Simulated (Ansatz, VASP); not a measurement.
**Cross-check of C (Diamond) between VASP and Ansatz**

One calculation is typed for both programs; each brings its own data sets. How far apart do they land? The cell is taken from a series of VASP runs on this material, whose earlier steps may have relaxed, scaled or displaced it; both programs get it as it stands. Valence electrons are named where the data sets of a main pair hold unlike numbers.

Calculated with Ansatz 0.2.0; plane waves, with VASP 6.6.1 beside it; band structure at r2SCAN, band structure at LDA and single point at LDA.

## Step 1: The starting structure

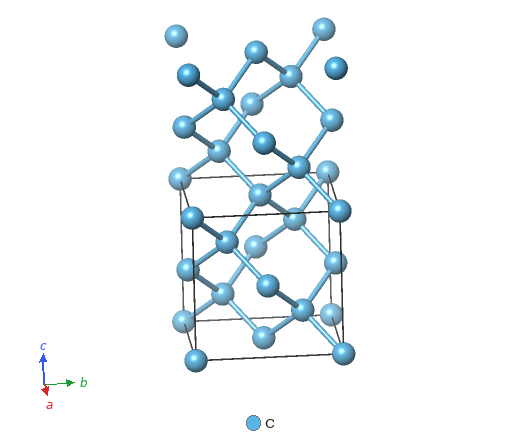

Start, viewed slightly off an axis; carbon blue. 1×1×2 cells are drawn. This picture shows the conventional cell, with its axes. Bonds to atoms that aren't drawn are left out. Some periodic images of atoms are drawn too.

Structure file:

```cif
data_structure
_symmetry_space_group_name_H-M 'Fd-3m:1'
_symmetry_Int_Tables_number 227
_cell_length_a 3.5667
_cell_length_b 3.5667
_cell_length_c 3.5667
_cell_angle_alpha 90.000
_cell_angle_beta 90.000
_cell_angle_gamma 90.000
_cell_volume 45.37
loop_
_atom_site_label
_atom_site_type_symbol
_atom_site_symmetry_multiplicity
_atom_site_Wyckoff_symbol
_atom_site_fract_x
_atom_site_fract_y
_atom_site_fract_z
_atom_site_occupancy
C1 C 8 a 0.25000 0.25000 0.25000 1
```

## Step 2: Ansatz: band structure, r2SCAN

Ansatz runs on its default PAW (the set named soft_2) files.

The same path points are solved in both programs, so levels can be compared one by one.

Input file input.yaml:

```yaml
crystal:
  lattice:
    - [0.0, 1.78337, 1.78337]
    - [1.78337, 0.0, 1.78337]
    - [1.78337, 1.78337, 0.0]
  atoms:
    - { symbol: C, position: [0.75, 0.75, 0.75] }
    - { symbol: C, position: [0.5, 0.5, 0.5] }
hamiltonian:
  xc: r2scan
  pseudopotentials: { kind: paw }
kpoints:
  mp_grid: { grid: [10, 10, 10] }
  band_path:
    path:
      - [0.0, 0.0, 0.0]
      - [0.16667, 0.0, 0.16667]
      - [0.33333, 0.0, 0.33333]
      - [0.5, 0.0, 0.5]
      - [0.5, 0.08333, 0.58333]
      - [0.5, 0.19444, 0.69444]
      - [0.5, 0.25, 0.75]
      - [0.45833, 0.29167, 0.75]
      - [0.40278, 0.34722, 0.75]
      - [0.375, 0.375, 0.75]
      - [0.20833, 0.20833, 0.41667]
      - [0.08333, 0.08333, 0.16667]
      - [0.0, 0.0, 0.0]
      - [0.22222, 0.22222, 0.22222]
      - [0.38889, 0.38889, 0.38889]
      - [0.51389, 0.47222, 0.51389]
      - [0.55556, 0.38889, 0.55556]
      - [0.61111, 0.27778, 0.61111]
      - [0.61111, 0.25, 0.63889]
      - [0.56944, 0.25, 0.68056]
      - [0.51389, 0.25, 0.73611]
      - [0.5, 0.27778, 0.72222]
      - [0.5, 0.38889, 0.61111]
      - [0.5, 0.47222, 0.52778]
      - [0.48611, 0.48611, 0.52778]
      - [0.43056, 0.43056, 0.63889]
      - [0.38889, 0.38889, 0.72222]
      - [0.59722, 0.19444, 0.59722]
      - [0.55556, 0.11111, 0.55556]
      - [0.5, 0.0, 0.5]
    npoints: 1
scf:
  occupations: { method: gaussian, width: 0.03 }
  n_extra_bands: 7
output:
  forces: true
  stress: true
  eigenvalues: true
```

Command:

```console
> ansatz run input.yaml --threads 2 --pin off --max-ram 4608MiB --backend cpu --events-out ev --progress --plain --runs-dir out
```

Numbers of over 12 decimals in the logs are rounded to 6 here.

The program printed:

```text
scf.n_extra_bands = 7 over 4 filled bands (N_el = 8.0): the run solves 11 bands
Engine: ansatz 0.2.0, aarch64-unknown-linux-gnu
Pseudopotentials: kind: paw
Pseudopotential: C, paw, valence charge 4, recommended cutoff 500 eV (meta_gga), C.paw.azcp
Functional definition: r2SCAN
  parameter k0 = 0.174
  parameter k1 = 0.065
  parameter a1 = 4.9479
  exchange = r2scan_x(k0 = k0, k1 = k1, a1 = a1)
  correlation = r2scan_c
Crystal: 2 atoms, lattice volume = 11.344 Å³
Basis set: ecut = 500 eV, 283 PW (Γ), exchange–correlation on 80×80×80 points (64 copies of the dense FFT grid, shifted against one another)
Bands: 11, of which v1, the nominal top of the filled ones, is band 4 counted from 1 (3 counted from 0)
Symmetry: 48 space group operations
Space group: Fd-3m (ITA 227), of the structure as read, at distance tolerance 2.2e-5 Å
k-points: 47 of 1000
Non-local potential: C, projectors of the file, l = 0: 2, l = 1: 2, l = 2: 1
PAW form: soft (Blöchl's): semilocal exchange-correlation on the pseudo side does not see the compensation charge
PAW frozen core: C, regenerated for the run's functional (the file was generated under x = pbe(κ = 0.804, μ = 0.219515), c = pbe(β = 0.066725))
PAW one-centre angular grid: C, 302 points (default); XC on 239 of its mesh's 2573 points in the sphere
Initial density: superposition of atomic densities (neutral atoms: chi_scale 0, normalization atom), corrected by the library's trained network
Initial wavefunctions: pseudopotential atomic-orbital guess
Functional: x = r2scan, c = r2scan; τ floored in thin density (d = 2e-4 eV/Å³)
SCF iter   1: F=—  HF=-503.055210 eV  |F-HF|=—  |Δ(HF+E_count)|=         —  Δρ=8.87e-3  dr2=2.40e-3  dr2_τ=3.81e-1  ethr=1.77e-3  ⟨swp⟩=5.6  Hψ=3170  notcnv=0  defer=9
preconditioner: auto → none  [insulator: Δε(μ)=4.333 eV  Ē_g=26.430 eV  σ=0.030 eV  W_gap=1.00  n_scr=0 (ndim 8)  ℏωp=31.2 eV  f_vac=0.000  D(μ)=0.00/eV (n_scr^D=0)  ε∞_Penn≈2.4]
SCF iter   2: F=—  HF=-503.110915 eV  |F-HF|=—  |Δ(HF+E_count)|=   5.57e-2  Δρ=5.56e-3  dr2=9.68e-4  dr2_τ=5.86e-5  ethr=3.01e-5  ⟨swp⟩=2.3  Hψ=1314  notcnv=0  defer=116
SCF iter   3: F=—  HF=-503.110945 eV  |F-HF|=—  |Δ(HF+E_count)|=   2.94e-5  Δρ=1.74e-3  dr2=1.01e-4  dr2_τ=1.44e-5  ethr=1.21e-5  ⟨swp⟩=2.6  Hψ=607  notcnv=0  defer=116
SCF iter   4: F=—  HF=-503.110978 eV  |F-HF|=—  |Δ(HF+E_count)|=   3.38e-5  Δρ=3.42e-4  dr2=3.92e-6  dr2_τ=2.67e-7  ethr=1.26e-6  ⟨swp⟩=1.1  Hψ=418  notcnv=0  defer=116
SCF iter   5: F=—  HF=-503.110982 eV  |F-HF|=—  |Δ(HF+E_count)|=   3.19e-6  Δρ=7.80e-5  dr2=2.06e-7  dr2_τ=2.49e-8  ethr=4.90e-8  ⟨swp⟩=1.8  Hψ=507  notcnv=0  defer=116
SCF iter   6: F=-503.110982 eV  HF=-503.110982 eV  |F-HF|=2.30e-10  |Δ(HF+E_count)|=   1.38e-7  Δρ=2.61e-6  dr2=1.90e-10  dr2_τ=4.74e-11  ethr=1.25e-9  ⟨swp⟩=8.4  Hψ=2684  notcnv=0
SCF 1 converged in 6 iterations: F = -503.110982 eV  dr2 = 1.90e-10
  greatest PAW one-centre occupation: 0.658 electrons in one spin orbital (limit 2), on the C atom at site 1 (counted from 0), in its partial waves of l = 0
NSCF: frozen V_eff on 30 k-points
SCF converged after 6 iterations
Free energy (F): -503.110982 eV
Harris-Foulkes:  -503.110982 eV  (|F-HF|=2.30e-10)
Internal energy: -503.110982 eV  (E = F + TS)
E sigma→0 (E₀):  -503.110982 eV
Fermi energy:    15.485808 eV
--- Per-component energies (eV) ---
  E_band       = 30.266781
  E_kinetic    = 184.135926
  E_local      = -121.137792  (includes V_loc(G=0)·N_el)
  E_nonlocal   = 52.519016
  E_hartree    = 26.678305
  E_xc         = -95.860547
  E_vxc        = -132.463381  (∫ρ·V_xc dr)
  E_paw        = -201.434986  (= ΣΔE_a)
  E_vpaw       = -13.133865  (= ΣTr[D̂ρ^β])
  E_aug_tail   = 0.000008  (compensation charges beyond the density's cutoff)
  E_vtau       = 6.990322  (kinetic-family band-sum trace: ∫τ·v_τ [+ j·A + Jᵃ·Aᵃ] dr)
  E_ewald      = -347.961363
  E_core_change = -0.049547  (= ΣΔE_core)
  E_smearing   = -0.000000  (= −TS)
  E_closure    = 0.000000  (closes the sum)
  Σ components = -503.110982   (vs F -503.110982, Δ=0.00e0)
--- Forces (eV/Å), atoms counted from 1 ---
  atom   1  C     -0.00000000    -0.00000000     0.00000000
  atom   2  C      0.00000000    -0.00000000     0.00000000
  max |Σ_I F_I| component: 7.40e-17 eV/Å
--- Stress (GPa, compression-positive) ---
       -2.420091       0.000000       0.000000
       -0.000000      -2.420091      -0.000000
       -0.000000      -0.000000      -2.420091
  P = ⅓ Tr σ = -2.4201 GPa (-24.201 kbar)
--- Band table (eV; the first three rows and the last of 47) ---
  k-point 0: bands = [-9.3844, 13.2885, 13.2885, 13.2885, 19.1685, 19.1685, 19.1685, 27.0618, ... 3 higher]
  k-point 1: bands = [-9.0955, 11.4995, 12.8142, 12.8142, 19.7924, 19.7924, 20.1671, 27.3597, ... 3 higher]
  k-point 2: bands = [-8.2344, 8.1027, 11.8848, 11.8848, 20.9941, 20.9941, 21.3928, 28.1876, ... 3 higher]
  k-point 46: bands = [0.3965, 0.3965, 4.7898, 4.7898, 23.1888, 23.1888, 27.5206, 27.5206, ... 3 higher]
```

Elapsed: 1.5 s, on 2 threads of Arm Neoverse N1, shared host; peak memory 0.27 GiB; 2.5 s of CPU time.

In the SCF lines HF is the Harris–Foulkes energy and dr2 the Hartree energy of the density residual, in eV; the loop may stop once dr2 is under the threshold and the program's other checks hold. Hψ counts applications of the Hamiltonian.

## Step 3: VASP: band structure, r2SCAN

The same cell, functional, mesh and smearing now go to VASP, with its own data sets.

Lines of VASP's logs that name or quote its potential files are left out, and so is its time.

Input file INCAR:

```
SYSTEM = C
PREC = Accurate
ENCUT = 460
EDIFF = 1E-06
NELM = 100
ISMEAR = 0
SIGMA = 0.03
LREAL = .FALSE.
ALGO = Normal
METAGGA = R2SCAN
LASPH = .TRUE.
NBANDS = 16
LORBIT = 11
LWAVE = .FALSE.
LCHARG = .FALSE.
KPAR = 4
```

Input file POSCAR:

```
C
1.0
    0.0000000000      1.7833700000      1.7833700000
    1.7833700000      0.0000000000      1.7833700000
    1.7833700000      1.7833700000      0.0000000000
C
2
Direct
    0.7500000000      0.7500000000      0.7500000000
    0.5000000000      0.5000000000      0.5000000000
```

Input file KPOINTS:

```
Automatic mesh
0
Gamma
10 10 10
0 0 0
```

Input file KPOINTS_OPT:

```
Line mode
10
Line-mode
Reciprocal
  0.00000000   0.00000000   0.00000000 GAMMA
  0.50000000   0.00000000   0.50000000 X

  0.50000000   0.00000000   0.50000000 X
  0.50000000   0.25000000   0.75000000 W

  0.50000000   0.25000000   0.75000000 W
  0.37500000   0.37500000   0.75000000 K

  0.37500000   0.37500000   0.75000000 K
  0.00000000   0.00000000   0.00000000 GAMMA

  0.00000000   0.00000000   0.00000000 GAMMA
  0.50000000   0.50000000   0.50000000 L

  0.50000000   0.50000000   0.50000000 L
  0.62500000   0.25000000   0.62500000 U

  0.62500000   0.25000000   0.62500000 U
  0.50000000   0.25000000   0.75000000 W

  0.50000000   0.25000000   0.75000000 W
  0.50000000   0.50000000   0.50000000 L

  0.50000000   0.50000000   0.50000000 L
  0.37500000   0.37500000   0.75000000 K

  0.62500000   0.25000000   0.62500000 U
  0.50000000   0.00000000   0.50000000 X
```

Potentials, in the order of the species: C (PBE family, release 64).

Command:

```console
> mpirun -np 4 vasp_std
```

The program printed:

```text
[banner, memory and clock lines left out]
running    4 mpi-ranks, on    1 nodes
 distrk:  each k-point on    1 cores,    4 groups
 distr:  one band on    1 cores,    1 groups

 POSCAR found type information on POSCAR C
 POSCAR found :  1 types and       2 ions
|                                                                             |
|               ----> ADVICE to this user running VASP <----                  |
|                                                                             |
|     You enforced a specific xc type in the INCAR file but a different       |
|     [... a line on the potential file left out ...]
|     I HOPE YOU KNOW WHAT YOU ARE DOING!                                     |
|                                                                             |

 LDA part: xc-table for (None), standard interpolation
 POSCAR, INCAR and KPOINTS ok, starting setup
 FFT: planning ... GRIDC
 FFT: planning ... GRID_SOFT
 FFT: planning ... GRID
 WAVECAR not read
 entering main loop
       N       E                     dE             d eps       ncg     rms          rms(c)
DAV:   1     0.103501256401E+01    0.10350E+01   -0.41650E+03  1560   0.448E+02
DAV:   2    -0.216544423688E+02   -0.22689E+02   -0.22009E+02  2008   0.112E+02
DAV:   3    -0.219484167072E+02   -0.29397E+00   -0.29388E+00  1672   0.960E+00
DAV:   4    -0.219486068056E+02   -0.19010E-03   -0.19010E-03  1984   0.312E-01
DAV:   5    -0.219486069470E+02   -0.14145E-06   -0.14144E-06  1696   0.712E-03    0.515E+00
DAV:   6    -0.197564805904E+02    0.21921E+01   -0.19643E-01  1504   0.248E+00    0.389E+00
DAV:   7    -0.196593878055E+02    0.97093E-01   -0.17648E-01  1656   0.251E+00    0.742E-01
DAV:   8    -0.196604257709E+02   -0.10380E-02   -0.57801E-03  1840   0.493E-01    0.407E-01
DAV:   9    -0.196608153052E+02   -0.38953E-03   -0.15913E-04  1616   0.958E-02    0.215E-02
DAV:  10    -0.196608159943E+02   -0.68908E-06   -0.17966E-06  2000   0.862E-03
   1 F= -.19660816E+02 E0= -.19660816E+02  d E =-.445404E-16
 Start KPOINTS_OPT (optional k-point list driver)
k-point batch [1-47\100]
       N       E                     dE             ncg
DAV:   1     0.124855925341E+04   -0.12985E+05     1576
DAV:   2     0.260994419170E+03   -0.98756E+03     1984
DAV:   3     0.247091407780E+03   -0.13903E+02     1664
DAV:   4     0.247082567015E+03   -0.88408E-02     2016
DAV:   5     0.247082560852E+03   -0.61634E-05     1664
DAV:   6     0.247082560845E+03   -0.65435E-08     1624
[...]
k-point batch [95-100\100]
       N       E                     dE             ncg
DAV:   1     0.171118458091E+05   -0.24729E+04      200
DAV:   2     0.169742728875E+05   -0.13757E+03      248
DAV:   3     0.169726827139E+05   -0.15902E+01      248
DAV:   4     0.169726818980E+05   -0.81598E-03      240
DAV:   5     0.169726818975E+05   -0.42673E-06      248
```

Parts of OUTCAR (step 3):

```text
ion  position               nearest neighbor table
   1  0.750  0.750  0.750-   2 1.54   2 1.54   2 1.54   2 1.54
   2  0.500  0.500  0.500-   1 1.54   1 1.54   1 1.54   1 1.54

  LATTYP: Found a face centered cubic cell.
 ALAT       =     3.5667400000

 Subroutine GETGRP returns: Found 48 space group operations
 (whereof 24 operations were pure point group operations)

The static configuration has the point symmetry T_d .
 The point group associated with its full space group is O_h .

 Found     47 irreducible k-points:

   k-points           NKPTS =     47   k-points in BZ     NKDIM =     47   number of bands    NBANDS=     16

   dimension x,y,z NGX =    18 NGY =   18 NGZ =   18
   dimension x,y,z NGXF=    36 NGYF=   36 NGZF=   36

   ENCUT  =  460.0 eV  33.81 Ry    5.81 a.u.   4.41  4.41  4.41*2*pi/ulx,y,z

   NELECT =       8.0000    total number of electrons

 k-points in reciprocal lattice and weights: Automatic mesh
   0.00000000  0.00000000  0.00000000       0.001
   0.10000000  0.00000000  0.00000000       0.008
   0.20000000  0.00000000  0.00000000       0.008
   0.30000000  0.00000000  0.00000000       0.008
   0.40000000  0.00000000  0.00000000       0.008
   0.50000000  0.00000000  0.00000000       0.004
   0.10000000  0.10000000  0.00000000       0.006
   0.20000000  0.10000000  0.00000000       0.024
   0.30000000  0.10000000  0.00000000       0.024
[...]
-0.30000000  0.40000000  0.20000000       0.024
  -0.30000000  0.50000000  0.20000000       0.012

 average (electrostatic) potential at core
       1 -47.4480       2 -47.4480

 E-fermi :   9.8703

 k-point     1 :       0.0000    0.0000    0.0000
  band No.  band energies     occupation
      1     -12.9824      2.00000
      2       9.7122      2.00000
      3       9.7122      2.00000
      4       9.7122      2.00000
      5      15.5519      0.00000
      6      15.5519      0.00000
      7      15.5519      0.00000
      8      23.5297      0.00000
      9      30.1050      0.00000
    ...

 k-point     2 :       0.1000    0.0000    0.0000
  band No.  band energies     occupation
      1     -12.6933      2.00000
      2       7.9159      2.00000
      3       9.2352      2.00000
      4       9.2352      2.00000
      5      16.1784      0.00000
      6      16.1784      0.00000
      7      16.5597      0.00000
      8      23.8233      0.00000
      9      30.5854      0.00000
    ...

 k-point     3 :       0.2000    0.0000    0.0000
  band No.  band energies     occupation
      1     -11.8316      2.00000
      2       4.5135      2.00000
      3       8.3029      2.00000
      4       8.3029      2.00000
      5      17.3814      0.00000
      6      17.3814      0.00000
      7      17.8016      0.00000
      8      24.6403      0.00000
      9      31.4024      0.00000
    ...

  Total       -0.0991484     -0.0991484     -0.0991484      0.0000000      0.0000000      0.0000000
  in kB      -14.0036649    -14.0036649    -14.0036649      0.0000000      0.0000000      0.0000000
  external PRESSURE =     -14.0036649 kB  Pullay stress =       0.0000000 kB

  energy-cutoff  :      460.00
  volume of cell :       11.34
      direct lattice vectors                 reciprocal lattice vectors
     0.000000000  1.783370000  1.783370000    -0.280368067  0.280368067  0.280368067
     1.783370000  0.000000000  1.783370000     0.280368067 -0.280368067  0.280368067
     1.783370000  1.783370000  0.000000000     0.280368067  0.280368067 -0.280368067

 POSITION                                       TOTAL-FORCE (eV/Angst)
 -----------------------------------------------------------------------------------
      2.67505      2.67505      2.67505        -0.000000     -0.000000     -0.000000
      1.78337      1.78337      1.78337         0.000000      0.000000      0.000000
 -----------------------------------------------------------------------------------
    total drift:                                0.000000     -0.000000      0.000000

  FREE ENERGIE OF THE ION-ELECTRON SYSTEM (eV)
  ---------------------------------------------------
  free  energy   TOTEN  =       -19.6608159943 eV

  energy  without entropy=      -19.6608159943  energy(sigma->0) =      -19.66081599

 total charge
# of ion       s       p       d       tot
------------------------------------------
    1        0.847   1.738   0.000   2.585
    2        0.847   1.738   0.000   2.585
--------------------------------------------------
tot          1.694   3.476   0.000   5.170

[... 3 further parts left out ...]
```

The PAW data sets were made with PBE, which is usual practice but a small mismatch for other functionals.

## Step 4: Differences

Known differences besides the potentials themselves: VASP keeps PBE cores, Ansatz makes them for the functional; the cutoff is 500 eV in Ansatz and 460 eV in VASP. Total energies have different zeros and are not compared.

The two programs side by side:

| quantity | Ansatz | VASP | difference |
| --- | --- | --- | --- |
| pressure (GPa) | -2.42 | -1.40 | -1.02 |
| pressure without Ansatz's Pulay correction (GPa) | -2.50 | -1.40 | -1.10 |
| gap over the path points (eV) | 4.372 | 4.343 | +0.029 |

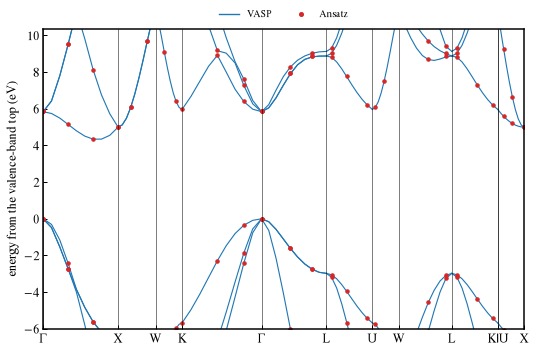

Bands from VASP (lines) and levels from Ansatz (dots). Dots without a line are higher empty bands that the VASP plot leaves out.

Levels at points of the path, from each program's valence-band top (eV; 3 filled, then empty):

| k (reciprocal lattice) | Ansatz | VASP |
| --- | --- | --- |
| 0.000 0.000 0.000 | 0.00 0.00 0.00 5.88 5.88 5.88 | 0.00 0.00 0.00 5.84 5.84 5.84 |
| 0.167 0.000 0.167 | -2.72 -2.72 -2.43 5.18 9.54 9.54 | -2.73 -2.73 -2.44 5.14 9.52 9.52 |
| 0.333 0.000 0.333 | -7.70 -5.61 -5.61 4.37 8.14 14.91 | -7.71 -5.62 -5.62 4.34 8.13 14.90 |
| 0.500 0.000 0.500 | -13.57 -6.65 -6.65 5.02 5.02 17.91 | -13.59 -6.66 -6.66 5.00 5.00 17.89 |
| 0.500 0.083 0.583 | -13.41 -7.17 -7.17 6.08 6.08 17.32 | -13.43 -7.19 -7.19 6.06 6.06 17.31 |
| 0.500 0.194 0.694 | -12.91 -8.46 -8.46 9.69 9.69 14.42 | -12.93 -8.47 -8.47 9.68 9.68 14.41 |
| 0.500 0.250 0.750 | -12.80 -8.70 -8.70 11.27 11.27 12.92 | -12.81 -8.71 -8.71 11.26 11.26 12.91 |
| 0.458 0.292 0.750 | -12.44 -9.26 -7.62 9.08 11.47 13.66 | -12.45 -9.28 -7.64 9.06 11.46 13.65 |
| 0.403 0.347 0.750 | -12.46 -9.67 -5.96 6.40 11.35 14.99 | -12.48 -9.69 -5.97 6.38 11.34 14.97 |
| 0.375 0.375 0.750 | -12.48 -9.72 -5.66 5.99 11.32 15.24 | -12.49 -9.74 -5.68 5.96 11.32 15.23 |

Among the levels compared at these points, filled levels agree within 18 meV and empty ones within 42 meV. Ansatz's pressure holds a Pulay correction of 0.08 GPa; VASP's holds none.

## Step 5: Further runs

Further runs change the set-up of one program: Ansatz's method, potentials or start, or VASP's data sets, cutoff or form of LDA. The table gives Ansatz less VASP for each quantity, since a change that brings one quantity closer may part another.

| run | pressure (GPa) | gap over the path points (eV) | pressure without Ansatz's Pulay correction (GPa) |
| --- | --- | --- | --- |
| as above | -1.0 | 0.029 | -1.1 |
| cores kept as stored | -1.3 | 0.032 | -1.4 |
| Ansatz's all-electron LAPW method | -1.2 | 0.025 |  |
| Ansatz's larger PAW set (cutoff 800 eV) | -1.2 | 0.025 | -1.5 |
| norm-conserving potentials (cutoff 1200 eV) | -1.2 | 0.037 |  |

[end of part 1 of 2]

[Lines on the potential files, build, host, timing and source positions are cut from VASP's logs without a mark.]

[Logs are printed without paths, hosts, clocks, repeated set-up lines and the standing remarks that a program may print on its own settings, such as how far it seeks lower states.]

[Hosts, paths, dates, database ids (printed as entryN), source tags and the programs' standing remarks are cut or masked in the printed files.]
